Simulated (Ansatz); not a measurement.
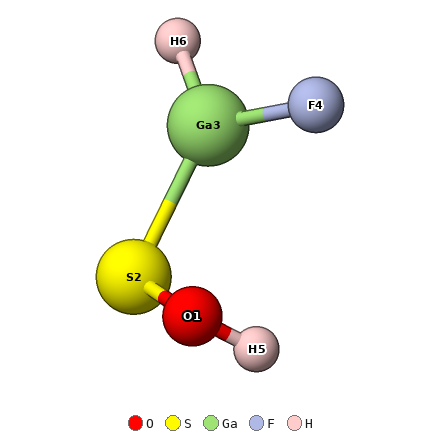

The system is FGaH₂OS, SMILES O[S][GaH][F]; the picture shows the reference structure. First axis: dihedral H5–O1–S2–Ga3. Second axis: dihedral O1–S2–Ga3–F4. Nothing is relaxed (all other coordinates rigid). The grid has 12 × 12 points. Points are written as (first, second). Energies: kcal/mol, counted from the lowest grid point. Level of theory: RKS PBE0-D4/def2-SVP (Ansatz).

Its coordinates:

```yaml
atoms:
  - { symbol: O, position_ang: [0.2333, 1.3646, -1.2829] }
  - { symbol: S, position_ang: [-0.1873, -0.2649, -1.4091] }
  - { symbol: Ga, position_ang: [0.1056, -0.9328, 0.6738] }
  - { symbol: F, position_ang: [0.3256, 0.3840, 1.8091] }
  - { symbol: H, position_ang: [-0.5586, 1.8402, -0.9984] }
  - { symbol: H, position_ang: [0.0815, -2.3912, 1.2075] }
```

Range: dihedral H5–O1–S2–Ga3 from −180 to 150°; dihedral O1–S2–Ga3–F4 from −180 to 150°.

What will the energy surface look like?

Answer. The lowest grid point is at (90°, −180°); the map holds 2 wells of about this depth. Higher local minima lie near (90°, 0°) (0.8 kcal/mol above the lowest at that grid point); (−90°, 0°) (0.8 kcal/mol above the lowest at that grid point). The highest grid point, (0°, 90°), lies 17.1 kcal/mol above the lowest. On the interpolated surface the easiest way out of the lowest well to a well of about the same depth near (−90°, −180°) passes a barrier of about 2.8 kcal/mol, counted from the interpolated bottom of the well. Round the minimum the two coordinates are weakly coupled (coupling 0.05 in units of the two stiffnesses).

```
dihedral O1–S2–Ga3–F4 ↓, dihedral H5–O1–S2–Ga3 →  −180  −150  −120  −90   −60   −30     0    30    60   90  120   150
                                             150   4.7   4.2   2.7  2.3   4.2   7.3   8.6   6.6   3.5  1.6  1.8   3.5
                                             120   9.2   8.6   6.8  6.1   8.3  12.3  14.2  11.9   8.0  5.7  5.9   7.8
                                              90  11.8  10.6   8.3  7.6   9.9  14.4  17.1  15.1  10.9  8.5  8.9  10.8
                                              60   9.4   7.9   5.6  4.7   6.4  10.3  13.4  12.3   9.0  7.0  7.4   9.0
                                              30   5.5   4.2   2.3  1.2   1.9   4.0   6.4   6.6   4.6  3.3  3.7   5.1
                                               0   3.8   3.1   1.6  0.8   1.4   2.4   2.8   2.5   1.4  0.8  1.5   3.0
                                             −30   5.7   5.4   4.1  3.5   4.7   6.7   6.7   4.3   2.2  1.4  2.4   4.4
                                             −60   9.8   9.3   7.7  7.1   9.1  12.5  13.6  10.6   6.7  4.9  5.8   8.2
                                             −90  12.0  10.9   8.9  8.4  10.8  14.9  17.0  14.4   9.9  7.6  8.4  10.7
                                            −120   9.1   7.7   5.7  5.4   7.8  11.6  13.8  11.9   8.0  5.9  6.6   8.5
                                            −150   4.6   3.3   1.6  1.4   3.4   6.4   8.2   6.9   3.9  2.1  2.6   4.2
                                            −180   2.7   1.8   0.3  0.0   1.9   4.6   5.8   4.4   1.7  0.0  0.4   1.9
```

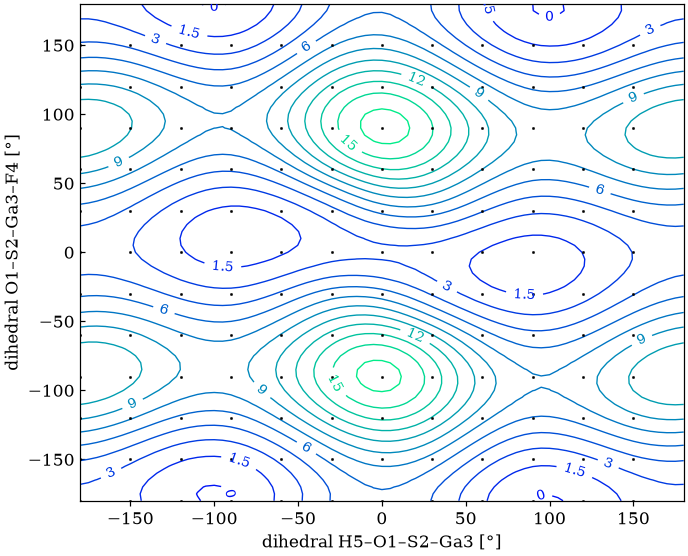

In the figure: contour lines labelled in kcal/mol, dots at the grid points. Between grid points the surface is interpolated.

Each point was launched as `ansatz run input.yaml --threads 1 --pin off --max-ram 2560MiB --backend cpu --events-out ev --progress --plain --runs-dir out`. The whole map (144 points run) took 17 min on 1 thread of Intel(R) Xeon(R) Processor @ 2.70GHz, on a shared host.
